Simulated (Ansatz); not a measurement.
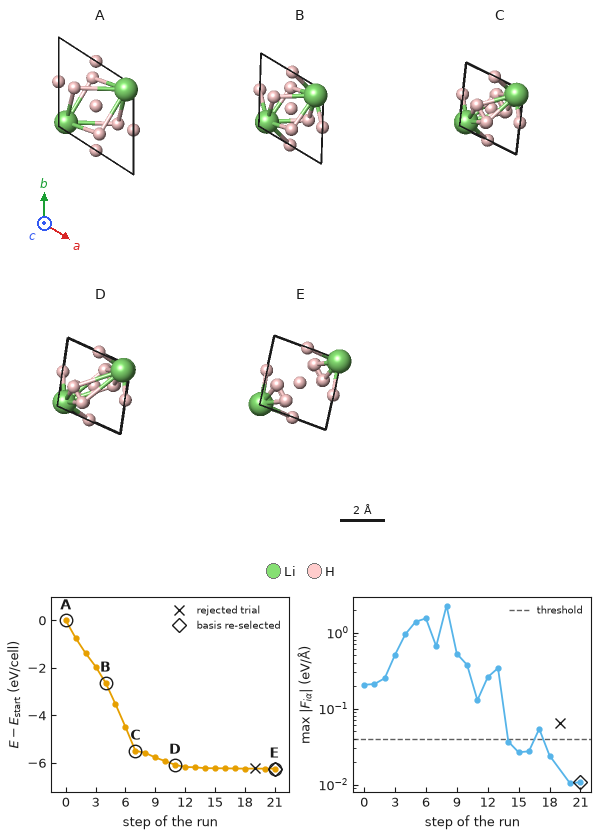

Frames of a relaxation of a crystal of Li2H7 (a generated structure, set up in C2/m) (coarse preliminary run), marked on the history of the run. A ball-and-stick model of the cell of the calculation, seen along the c axis.

All numbers below come from DFT PBE, scalar-relativistic, plane waves, PAW in Ansatz.

The input:
```yaml
crystal:
  lattice:
    - [2.05500986, -3.62459345, 0.0]
    - [2.05500986, 3.62459345, 0.0]
    - [-1.52334137, 0.0, 5.29905459]
  atoms:
    - { symbol: Li, position: [0.89964999, 0.89964999, 0.23185801] }
    - { symbol: Li, position: [0.10035001, 0.10035001, 0.76814199] }
    - { symbol: H, position: [0.5, 0.0, 0.5] }
    - { symbol: H, position: [0.0, 0.5, 0.5] }
    - { symbol: H, position: [0.4551, 0.79115304, 0.84506399] }
    - { symbol: H, position: [0.79115304, 0.4551, 0.84506399] }
    - { symbol: H, position: [0.5449, 0.20884696, 0.15493601] }
    - { symbol: H, position: [0.20884696, 0.5449, 0.15493601] }
    - { symbol: H, position: [0.5, 0.5, 0.5] }
basis:
  ecutwfc: 420
kpoints:
  mp_grid: { grid: [6, 6, 4] }
hamiltonian:
  xc: pbe
scf:
  occupations: { method: gaussian, width: 0.1 }
  lower_state_search: "off"
output:
  forces: true
  stress: true
  eigenvalues: true
relax:
  adjacent_minimum: "off"
  f_tol: 0.04
  max_steps: 70
  cell: { stress_tol: 0.4 }
```

Launched with:
```bash
ansatz run input.yaml --threads 1 --pin off --max-ram 2560MiB --backend cpu --events-out ev --progress --plain --runs-dir out
```

What happens along the run?

Answer. The largest moves relative to the cell, 0.77 Å, are those of H5, H6, H7 and H8. H7 goes along [−2 0 −1]. Largest moves by element: H 0.77 Å, Li 0.40 Å. The volume changes by −24.6 %, with a = b 4.167 → 3.335 Å (−20.0 %), c 5.514 → 5.549 Å (+0.6 %), α 97.8° → 99.1°, β 97.8° → 99.1°, γ 120.9° → 96.4°. Some distances before and after: H5–H6 2.436 → 0.830 Å, Li1–H7 2.403 → 3.117 Å, Li1–H3 2.523 → 1.930 Å, Li1–Li2 2.842 → 2.277 Å. New bonds form: Li1–H3 (2.52 → 1.93 Å), Li1–H4 (2.52 → 1.93 Å), Li2–H3 (2.52 → 1.93 Å), Li2–H4 (2.52 → 1.93 Å). The space group stays C2/m (No. 12). Over 19 accepted moves (21 points after the start) the energy falls by 6.238 eV per cell of the calculation. Largest force component: 0.21 eV/Å at the start, 0.011 eV/Å at the end. Pressure: −12.12 GPa at the start and −0.03 GPa at the end. The line search rejected the trial step at point 19 of the run. At 1 point the geometry stayed and the basis and grid were re-selected for the new cell (energy shift of 0.2 meV per cell of the calculation at most each time). From step 0 to 4: H atoms move most (0.15 Å), volume −34.2 %, energy −2.620 eV per cell of the calculation. From step 4 to 7: H atoms move most (0.28 Å), volume −13.2 %, energy −2.866 eV per cell of the calculation. From step 7 to 11: Li atoms move most (0.31 Å), volume +20.0 %, energy −0.592 eV per cell of the calculation. From step 11 to 21: Li atoms move most (0.29 Å), volume +10.0 %, energy −0.161 eV per cell of the calculation.

```tsv
step	E − E(0), meV/atom	largest force component, eV/Å	pressure, GPa	volume, Å³/atom	note
0	0.00	0.2057	-12.12	8.771	
1	-82.70	0.2104	-11.72	7.763	
2	-153.61	0.2507	-10.46	6.901	
3	-215.42	0.5103	-8.34	6.233	
4	-291.06	0.9503	-5.94	5.775	
5	-391.19	1.3903	-3.28	5.424	
6	-497.61	1.5397	0.17	5.126	
7	-609.51	0.6620	5.94	5.014	
8	-619.42	2.2650	6.90	5.539	
9	-641.05	0.5277	-3.02	6.384	
10	-658.00	0.3754	0.34	5.930	
11	-675.28	0.1287	1.99	6.018	
12	-685.28	0.2595	2.01	6.173	
13	-686.89	0.3412	-0.10	6.592	
14	-690.90	0.0367	-0.39	6.708	
15	-691.38	0.0266	-0.13	6.606	
16	-691.71	0.0274	0.03	6.572	
17	-692.53	0.0541	0.42	6.442	
18	-693.05	0.0241	0.16	6.553	
19	-692.49	0.0651	0.31	6.596	rejected
20	-693.09	0.0103	-0.05	6.617	
21	-693.12	0.0108	-0.03	6.617	same geometry, new basis
```
